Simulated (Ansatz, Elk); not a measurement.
# K2MoCl4: X-ray structure factors from the self-consistent density

The structure of K2MoCl4 used here is made up (a known structure type with other elements) and was relaxed beforehand with PBE. The aim is the Fourier transform of its all-electron density, F(hkl), set beside the sum over free spherical atoms that refinements use.

Calculated with Elk 11.2.3 (patched build); DFT, PBE, all-electron APW+lo, Dirac cores, scalar-relativistic bands, static density, no spin.

The structure was built from a prototype and need not be the compound's stable phase.

### 1. The structure

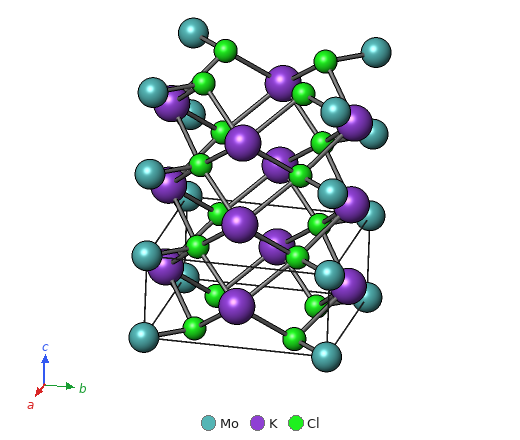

Start, viewed slightly off an axis; molybdenum teal, potassium purple, chlorine green. 1×1×3 cells are drawn. Some periodic images of atoms are drawn too.

### 2. Ground state and structure factors

An all-electron density is needed, since X-rays see the cores too. Task 0 finds the density and task 195 Fourier-transforms it; tshift is off so that phases refer to the origin typed.

Input file elk.in:

```
tasks
  0
  195

xctype
  20

spinpol
  .false.

rgkmax
  7.0

gmaxvr
  14.0

lmaxo
  7

lmaxapw
  8

swidth
  0.002

tshift
  .false.

ramdisk
  .false.

hmaxvr
  5.5

maxscl
  120

epspot
  1e-06

sppath
  './'

avec
  14.24369879658 -0.00000000000 0.00000000000
  -0.00000000000 14.24369879658 0.00000000000
  0.00000000000 0.00000000000 6.59088522083

atoms
  3
  'Mo.in'
  1
  0.0000000000 0.0000000000 0.0000000000   0.000000 0.000000 0.000000
  'K.in'
  2
  0.5000000000 0.0000000000 0.5000000000   0.000000 0.000000 0.000000
  0.0000000000 0.5000000000 0.5000000000   0.000000 0.000000 0.000000
  'Cl.in'
  4
  0.2265940776 0.7734059224 0.0000000000   0.000000 0.000000 0.000000
  0.7734059224 0.7734059224 0.0000000000   0.000000 0.000000 0.000000
  0.7734059224 0.2265940776 0.0000000000   0.000000 0.000000 0.000000
  0.2265940776 0.2265940776 0.0000000000   0.000000 0.000000 0.000000

ngridk
  3 3 7
```

Launch:

```sh
OMP_NUM_THREADS=4 elk
```

Numbers of over 12 decimals in the logs are rounded to 6 here.

The log of the run:

```text
┌─────────────────────────┐
│ Elk code version 11.2.3 │
└─────────────────────────┘

All units are atomic (Hartree, Bohr, etc.)

┌─────────────────────────────────────────────────┐
│ Ground-state run starting from atomic densities │
└─────────────────────────────────────────────────┘

Lattice vectors :
   14.24369880      -0.000000000       0.000000000
  -0.000000000       14.24369880       0.000000000
   0.000000000       0.000000000       6.590885221

Reciprocal lattice vectors :
  0.4411203436       0.000000000      -0.000000000
   0.000000000      0.4411203436      -0.000000000
  -0.000000000      -0.000000000      0.9533143268

Unit cell volume      :    1337.178272
Brillouin zone volume :   0.1855027251

Muffin-tin inner radius fraction :   0.1000000000E-01

Nuclei treated as point charges

Species : 1 (Mo)
 parameters loaded from : Mo.in
 name : molybdenum
 nuclear charge    :   -42.00000000
 electronic charge :    42.00000000
 atomic mass :    174887.9214
 muffin-tin radius :    2.445315013
 number of radial points in muffin-tin :   1193
 inner part over the whole radius :   0.9941651074E-02
 number on inner part of muffin-tin    :    847
 approximate nuclear radius :   0.8334154960E-04
 number of mesh points to nuclear radius :    421
 atomic positions (lattice), magnetic fields (Cartesian) :
  1 :   0.00000000  0.00000000  0.00000000    0.00000000  0.00000000  0.00000000

Species : 2 (K)
 parameters loaded from : K.in
 name : potassium
 nuclear charge    :   -19.00000000
 electronic charge :    19.00000000
 atomic mass :    71271.84090
 muffin-tin radius :    2.400000000
 number of radial points in muffin-tin :    993
 inner part over the whole radius :   0.9891652203E-02
 number on inner part of muffin-tin    :    697
 approximate nuclear radius :   0.6514746337E-04
 number of mesh points to nuclear radius :    319
 atomic positions (lattice), magnetic fields (Cartesian) :
  1 :   0.50000000  0.00000000  0.50000000    0.00000000  0.00000000  0.00000000
  2 :   0.00000000  0.50000000  0.50000000    0.00000000  0.00000000  0.00000000

Species : 3 (Cl)
 parameters loaded from : Cl.in
 name : chlorine
 nuclear charge    :   -17.00000000
 electronic charge :    17.00000000
 atomic mass :    64626.86550
 muffin-tin radius :    2.069112703
 number of radial points in muffin-tin :    793
 inner part over the whole radius :   0.9983588903E-02
 number on inner part of muffin-tin    :    554
 approximate nuclear radius :   0.6305718926E-04
 number of mesh points to nuclear radius :    254
 atomic positions (lattice), magnetic fields (Cartesian) :
  1 :   0.22659408 -0.22659408  0.00000000    0.00000000  0.00000000  0.00000000
  2 :  -0.22659408 -0.22659408  0.00000000    0.00000000  0.00000000  0.00000000
  3 :  -0.22659408  0.22659408  0.00000000    0.00000000  0.00000000  0.00000000
  4 :   0.22659408  0.22659408  0.00000000    0.00000000  0.00000000  0.00000000

Total number of atoms per unit cell :    7
Total muffin-tin volume :    325.4827764
 ratio of muffin-tin to unit cell volume :   0.2434101594

Spin treatment :
 spin-unpolarised

Number of Bravais lattice symmetries :   16
Number of crystal symmetries         :   16
Crystal has inversion symmetry
Real symmetric eigensolver will be used

k-point grid :      3     3     7
k-point offset :    0.000000000       0.000000000       0.000000000
k-point set is reduced with full crystal symmetry group
Total number of k-points :       12

Muffin-tin radius times maximum |G+k| :    7.000000000
 using average radius
Maximum |G+k| for APW functions       :    3.156857316
Maximum (1/2)|G+k|²                   :    4.982874056
Maximum |G| for potential and density :    14.00000000
Constant for pseudocharge density :    9
 order of it for each species :   16  16  16
 order of it for pair densities of each species (exact exchange by exxq0 0: 17) :   12  11   8
Radial integration step length :    1

G-vector grid sizes :     64    64    30
Number of G-vectors :    61993

[...]
xc potential                :     -393.08752555655
 exchange                    :     -297.06186390788
 correlation                 :     -6.364192
 electron entropic           :    -0.35331335665351E-02
 total energy                :     -7101.6129208349

Density of states at Fermi energy :    288.6806254
 (states/Hartree/unit cell)

Estimated indirect band gap :   0.1684942042E-02
 from k-point 10 to k-point 8
Estimated direct band gap   :   0.2585883803E-02
 at k-point 8

Charges :
 core                        :    88.00000000
 valence                     :    60.00000000
 interstitial                :    11.88992636
 muffin-tins (core leakage)
  species : 1 (Mo)
[...]
species : 2 (K)
[...]
species : 3 (Cl)
[...]
total in muffin-tins        :    136.1100736
 total calculated charge     :    147.9992483
 total charge                :    148.0000000
 error                       :   0.7516600425E-03

RMS change in Kohn-Sham potential (target) :   0.3609177897     (  0.1000000000E-05)
Absolute change in total energy (target)   :   0.3555038077     (  0.1000000000E-03)

[... loops 3 to 14 left out ...]

┌──────────────────┐
│ Loop number : 15 │
└──────────────────┘

Energies :
 Fermi                       :     0.115041
 sum of occupied eigenvalues :     -4158.9692802893
 electron kinetic            :      7266.3918174446
 core electron kinetic       :      7023.8448418304
 Coulomb                     :     -14062.895284570
 Coulomb potential           :     -11031.405420966
 nuclear-nuclear             :     -681.00250717379
 electron-nuclear            :     -15746.661204616
 Hartree                     :      2364.7684272195
 Madelung                    :     -8547.1925740872
 xc potential                :     -393.95567676816
 exchange                    :     -297.24072452306
 correlation                 :     -6.368545
 electron entropic           :    -0.40413699015120E-02
 total energy                :     -7100.1167775567

Density of states at Fermi energy :    338.7062467
 (states/Hartree/unit cell)

Estimated indirect band gap :   0.2760708038E-03
 from k-point 9 to k-point 8
Estimated direct band gap   :   0.8908570340E-03
 at k-point 8

Charges :
 core                        :    88.00000000
 valence                     :    60.00000000
 interstitial                :    11.71999828
 muffin-tins (core leakage)
  species : 1 (Mo)
[...]
species : 2 (K)
[...]
species : 3 (Cl)
[...]
total in muffin-tins        :    136.2800017
 total calculated charge     :    147.9992996
 total charge                :    148.0000000
 error                       :   0.7003738143E-03

RMS change in Kohn-Sham potential (target) :   0.3576645005E-06 (  0.1000000000E-05)
Absolute change in total energy (target)   :   0.6904730617E-04 (  0.1000000000E-03)

Convergence targets achieved

┌──────────────────┐
│ Loop number : 16 │
└──────────────────┘

Energies :
 Fermi                       :     0.115041
 sum of occupied eigenvalues :     -4158.9692783593
 electron kinetic            :      7266.3918171525
 core electron kinetic       :      7023.8448432727
 Coulomb                     :     -14062.895281238
 Coulomb potential           :     -11031.405411036
 nuclear-nuclear             :     -681.00250717379
 electron-nuclear            :     -15746.661207345
 Hartree                     :      2364.7684332811
 Madelung                    :     -8547.1925757194
 xc potential                :     -393.95568447551
 exchange                    :     -297.24072400994
 correlation                 :     -6.368545
 electron entropic           :    -0.40413559445223E-02
 total energy                :     -7100.1167740317

Density of states at Fermi energy :    338.7048130
 (states/Hartree/unit cell)

Estimated indirect band gap :   0.2760994164E-03
 from k-point 9 to k-point 8
Estimated direct band gap   :   0.8908781527E-03
 at k-point 8

Charges :
 core                        :    88.00000000
 valence                     :    60.00000000
 interstitial                :    11.71999880
 muffin-tins (core leakage)
  species : 1 (Mo)
[...]
species : 2 (K)
[...]
species : 3 (Cl)
[...]
atom 2                    :    15.30974922     (  0.4073424383E-04)
   atom 3                    :    15.30974922     (  0.4073424383E-04)
   atom 4                    :    15.30974922     (  0.4073424383E-04)
 total in muffin-tins        :    136.2800012
 total calculated charge     :    147.9992996
 total charge                :    148.0000000
 error                       :   0.7003745657E-03

┌──────────────────────────────┐
│ Self-consistent loop stopped │
└──────────────────────────────┘

Wrote STATE.OUT
```

Run time: 41 s. Hardware: 4 threads of INTEL XEON PLATINUM 8581C at 2.10GHz (Emerald Rapids), shared host; peak memory 0.32 GiB; 89 s of CPU time.

SFACRHO.OUT:

```text

h k l indices transformed by vhmat matrix:
   1.000000000       0.000000000       0.000000000    
   0.000000000       1.000000000       0.000000000    
   0.000000000       0.000000000       1.000000000    

      h      k      l  multipl.   |H|            Re(F)            Im(F)           |F|

      0      0      0      1   0.0000000       148.00000      0.69989721E-16   148.00000    
      1      0      0      4  0.44112034       49.924738      0.23196345E-14   49.924738    
     -1      1      0      4  0.62383837       6.3281051     -0.20582454E-14   6.3281051    
      0     -2      0      4  0.88224069       13.381987     -0.75388123E-14   13.381987    
      0      0      1      2  0.95331433       60.887771      0.32956337E-14   60.887771    
     -1     -2      0      8  0.98637507       28.098842     -0.23196345E-14   28.098842    
      0     -1      1      8   1.0504263       43.059932      -0.0000000       43.059932    
      1      1     -1      8   1.1392904       64.746902      0.34794518E-14   64.746902    
      2      2      0      4   1.2476767       107.63842     -0.28995432E-13   107.63842    
      2      0     -1      8   1.2989060      -41.356317      0.98584468E-14   41.356317    
      0      3      0      4   1.3233610       12.350264     -0.92785382E-14   12.350264    
     -1      2      1     16   1.3717667       25.913760      0.23196345E-14   25.913760    
     -1      3      0      8   1.3949450       2.8117806     -0.21456620E-13   2.8117806    
      2      2      1      8   1.5701928       46.054625     -0.13917807E-13   46.054625    
      3     -2      0      8   1.5904820       49.049431     -0.18557076E-13   49.049431    
      0      3     -1      8   1.6309790       12.233070      0.23196345E-13   12.233070    
     -1      3     -1     16   1.6895798       52.111121      0.16817350E-13   52.111121    
      0      4      0      4   1.7644814       87.763122     -0.20876711E-13   87.763122
```

Elk indexes on the primitive cell of elk.in and gives |H| = 4π sin θ/λ in inverse bohr. Below, one row stands for each form hkl of the conventional cell (m members, Friedel mates merged), F is for one primitive cell and the density is static (no thermal factor). Free-atom factors are Waasmaier and Kirfel's, and R is Σm||F|−|F'||/Σm|F|.

```tsv
hkl	m	sin θ/λ (Å⁻¹)	abs F, DFT	neutral atoms	diff.
100	4	0.066	49.925	49.835	+0.090
110	4	0.094	6.328	6.503	-0.175
200	4	0.133	13.382	14.109	-0.727
001	2	0.143	60.888	60.638	+0.249
210	8	0.148	28.099	28.315	-0.216
101	8	0.158	43.060	43.250	-0.190
111	8	0.171	64.747	65.006	-0.259
220	4	0.188	107.638	107.354	+0.284
201	8	0.195	41.356	40.758	+0.598
300	4	0.199	12.350	12.698	-0.348
211	16	0.206	25.914	26.233	-0.320
310	8	0.210	2.812	2.884	-0.072
221	8	0.236	46.055	46.276	-0.221
320	8	0.239	49.049	49.036	+0.013
301	8	0.245	12.233	12.556	-0.323
311	16	0.254	52.111	52.172	-0.061
400	4	0.265	87.763	87.876	-0.113
410	8	0.274	34.476	34.519	-0.043
321	16	0.279	45.617	45.679	-0.062
330	4	0.281	13.430	13.613	-0.183
002	2	0.287	90.796	90.917	-0.121
102	8	0.294	34.304	34.337	-0.034
```

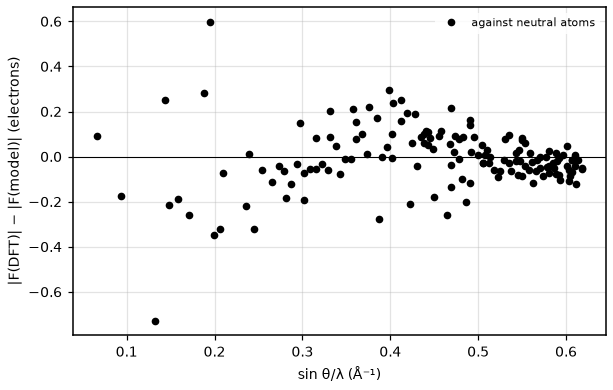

Difference between the calculated structure factors and the independent-atom ones.

### 3. The highest occupied states alone

An energy window below the Fermi level keeps the highest occupied states, to see at which angles they scatter; shallow core shells can lie inside it and anion s states outside. No new self-consistency is needed.

Edit elk.in of step 2 so:

```diff
@@ -1,3 +1,2 @@
 tasks
-  0
   195
@@ -40,2 +39,5 @@
 
+wsfac
+  -0.325950 0.415040
+
 sppath
```

Launch:

```sh
OMP_NUM_THREADS=4 elk
```

The log of the run:

```text
┌─────────────────────────────────┐
│ Elk code version 11.2.3 started │
└─────────────────────────────────┘

Info(readinput): the functional depends on the density's gradient
 muffin-tin radial points multiplied by    2.00000
 (not where nrmtscf is given)

┌────────────────────┐
│ Current task : 195 │
└────────────────────┘
Info(checkmt): changed muffin-tin radius of species 1 (Mo) from   2.6000 to   2.4453
Info(checkmt): changed muffin-tin radius of species 3 (Cl) from   2.2000 to   2.0691

Info(sfacrho): density structure factors written to SFACRHO.OUT

 Energy window :  -0.3259500000      0.4150400000

┌──────────────────┐
│ Elk code stopped │
└──────────────────┘
```

Elapsed: 18 s, on 4 threads; peak memory 0.22 GiB.

States within 12 eV below the Fermi level hold 28.00 electrons; any levels below the window count with the cores. Their amplitudes can exceed the total, where window and core parts have opposite phase:

```tsv
hkl	sin θ/λ (Å⁻¹)	abs F, window	abs F, all
100	0.066	7.336	49.925
110	0.094	3.887	6.328
200	0.133	9.520	13.382
001	0.143	13.893	60.888
210	0.148	0.880	28.099
101	0.158	3.337	43.060
111	0.171	1.829	64.747
220	0.188	8.901	107.638
201	0.195	5.731	41.356
300	0.199	1.437	12.350
```

### 4. Another functional

The difference from free atoms is small, so it is set against the change that LDA (Perdew-Wang) makes.

Edit elk.in of step 3 so:

```diff
@@ -1,2 +1,3 @@
 tasks
+  0
   195
@@ -4,3 +5,3 @@
 xctype
-  20
+  3
 
@@ -39,5 +40,2 @@
 
-wsfac
-  -0.325950 0.415040
-
 sppath
```

Launch:

```sh
OMP_NUM_THREADS=4 elk
```

The log of the run:

```text
┌─────────────────────────┐
│ Elk code version 11.2.3 │
└─────────────────────────┘

All units are atomic (Hartree, Bohr, etc.)

┌─────────────────────────────────────────────────┐
│ Ground-state run starting from atomic densities │
└─────────────────────────────────────────────────┘

Lattice vectors :
   14.24369880      -0.000000000       0.000000000
  -0.000000000       14.24369880       0.000000000
   0.000000000       0.000000000       6.590885221

Reciprocal lattice vectors :
  0.4411203436       0.000000000      -0.000000000
[...]
interstitial                :    11.88539350
 muffin-tins (core leakage)
  species : 1 (Mo)
[...]
species : 2 (K)
[...]
species : 3 (Cl)
[...]
atom 3                    :    15.27433096     (  0.3368932074E-04)
   atom 4                    :    15.27433096     (  0.3368932074E-04)
 total in muffin-tins        :    136.1146065
 total calculated charge     :    147.9993388
 total charge                :    148.0000000
 error                       :   0.6612470644E-03

┌──────────────────────────────┐
│ Self-consistent loop stopped │
└──────────────────────────────┘

Wrote STATE.OUT
[key lines of the parts left out:]
total energy                :     -7087.7173958503
```

Elapsed: 28 s, on 4 threads; peak memory 0.29 GiB; 69 s of CPU time.

Against the first run R = 0.05 %; the largest change is -0.129 at 220.

### 5. Basis size

A smaller basis shows how fast F responds to it; the change is likely larger than the basis error of the first run, but doesn't show convergence.

Edit elk.in of step 4 so:

```diff
@@ -5,3 +5,3 @@
 xctype
-  3
+  20
 
@@ -11,3 +11,3 @@
 rgkmax
-  7.0
+  5.5
```

Launch:

```sh
OMP_NUM_THREADS=4 elk
```

The log of the run:

```text
┌─────────────────────────┐
│ Elk code version 11.2.3 │
└─────────────────────────┘

All units are atomic (Hartree, Bohr, etc.)

┌─────────────────────────────────────────────────┐
│ Ground-state run starting from atomic densities │
└─────────────────────────────────────────────────┘

Lattice vectors :
   14.24369880      -0.000000000       0.000000000
  -0.000000000       14.24369880       0.000000000
   0.000000000       0.000000000       6.590885221

Reciprocal lattice vectors :
  0.4411203436       0.000000000      -0.000000000
[...]
interstitial                :    12.01081697
 muffin-tins (core leakage)
  species : 1 (Mo)
[...]
species : 2 (K)
[...]
species : 3 (Cl)
[...]
atom 3                    :    15.25996919     (  0.4045879616E-04)
   atom 4                    :    15.25996919     (  0.4045879616E-04)
 total in muffin-tins        :    135.9891830
 total calculated charge     :    147.9994592
 total charge                :    148.0000000
 error                       :   0.5407647261E-03

┌──────────────────────────────┐
│ Self-consistent loop stopped │
└──────────────────────────────┘

Wrote STATE.OUT
[key lines of the parts left out:]
total energy                :     -7099.9644719226
```

Elapsed: 33 s, on 4 threads; peak memory 0.28 GiB; 61 s of CPU time.

Against the first run R = 0.08 %; the largest change is -0.114 at 002.

### 6. Settings against the effect

```tsv
run	R against the first run (%)	R against neutral atoms, low angle (%)	wall time
PBE, rgkmax 7	0.00	0.50	41 s
LDA (Perdew-Wang)	0.05	0.48	28 s
rgkmax 5.5	0.08	0.55	33 s
```

### 7. What came out

```json
{
 "R against neutral atoms, sin θ/λ < 0.3 Å⁻¹": "0.50 %",
 "R against neutral atoms, 0.3 to 0.62 Å⁻¹": "0.30 %"
}
```

Independent neutral atoms miss the calculated amplitudes by R = 0.50 % below 0.3 Å⁻¹ and 0.30 % from there to 0.62 Å⁻¹; by shells, 0.99 % below 0.15 Å⁻¹ (5 forms), 0.45 % 0.15 to 0.3 (18 forms), 0.39 % 0.3 to 0.45 (42 forms), 0.25 % above 0.45 (84 forms). Bonding, aspherical density and the tables' own atoms all enter these figures, and the runs don't part them. The largest change of an amplitude is -0.73 electrons, at 200. The window's part falls from 28.0 electrons at the origin to at most 0.50 between 0.45 and 0.62 Å⁻¹. Below 0.3 Å⁻¹ the changes that finished (LDA (Perdew-Wang) and rgkmax 5.5) move F by R = 0.09 % at most, against the 0.50 % that separates it from free atoms. The k-mesh has no finished test. These runs have no spin, though d or f shells may be open. Part of the difference isn't bonding: the tables are fits to free atoms and ions calculated by other methods than this functional. Thermal motion, anomalous dispersion and extinction are left out.

[Logs are printed without paths, hosts, clocks, repeated set-up lines and the standing remarks that a program may print on its own settings, such as how far it seeks lower states.]

[Hosts, paths, dates, database ids (printed as entryN), source tags and the programs' standing remarks are cut or masked in the printed files.]
